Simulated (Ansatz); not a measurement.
Structure (in its standard cell), coordinates from a relaxation with Ansatz 0.2.0, DFT, PAW plane waves, pbe; the starting structure was generated, so it need not be a known form of this composition:

```
CELL_PARAMETERS angstrom
6.47122 0.00000 0.00000
-3.23561 5.60424 0.00000
0.00000 0.00000 14.24385
ATOMIC_POSITIONS crystal
Al 0.00000 0.00000 0.50000
Al 0.66667 0.33333 0.33333
Se 0.03104 0.66667 0.41667
Se 0.33333 0.36438 0.41667
Se 0.63562 0.96896 0.41667
Se 0.30229 0.00000 0.25000
Se 0.00000 0.30229 0.25000
Se 0.69771 0.69771 0.25000
Al 0.66667 0.33333 0.83333
Al 0.33333 0.66667 0.66667
Se 0.69771 0.00000 0.75000
Se 0.00000 0.69771 0.75000
Se 0.30229 0.30229 0.75000
Se 0.96896 0.33333 0.58333
Se 0.66667 0.63562 0.58333
Se 0.36438 0.03104 0.58333
Al 0.33333 0.66667 0.16667
Al 0.00000 0.00000 0.00000
Se 0.36438 0.33333 0.08333
Se 0.66667 0.03104 0.08333
Se 0.96896 0.63562 0.08333
Se 0.63562 0.66667 0.91667
Se 0.33333 0.96896 0.91667
Se 0.03104 0.36438 0.91667
```

### Predict the [001] zone-axis pattern (300 kV, kinematic, B = 1 Å²).

The spots form a hexagonal net with both shortest vectors at d = 3.24 Å, 60.0° apart. They are 2 -1 0 and 1 1 0. The pattern has symmetry 6mm. The lattice centring (R) removes all reflections that break −h + k + l = 3n.

Strongest reflections with d > 0.99 Å, one of each family (|F|² from tabulated Gaussian fits of the electron scattering factors, times a small damping for the curvature of the Ewald sphere):

| hkl | d (Å) | I (strongest = 100) |
| --- | --- | --- |
| 3 0 0 | 1.868 | 100 |
| 2 -1 0 | 3.236 | 19 |
| 6 -3 0 | 1.079 | 13 |
| 4 -2 0 | 1.618 | 5 |
| 5 -1 0 | 1.223 | 1 |

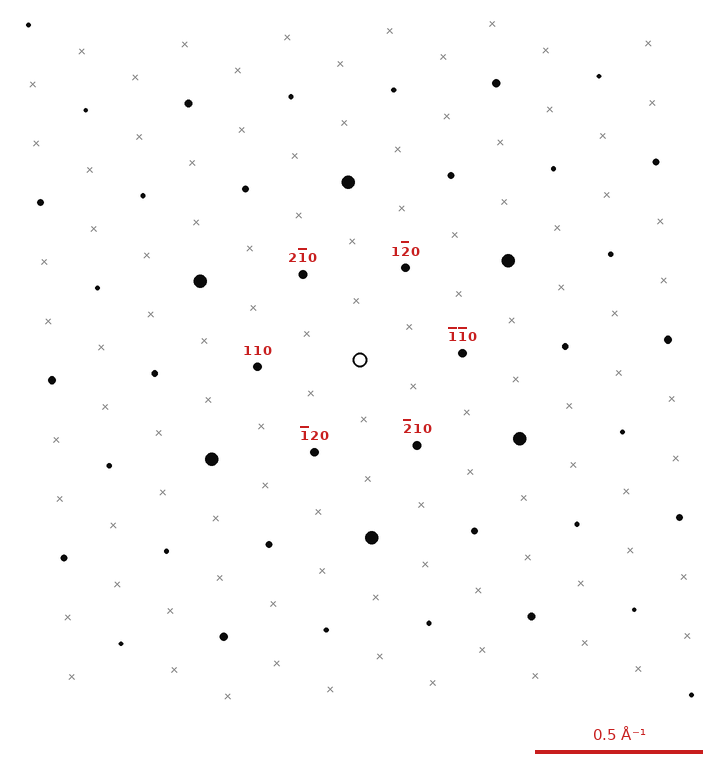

Calculated pattern, seen from the source side with [001] pointing towards the source; crosses mark the places of extinct reflections.
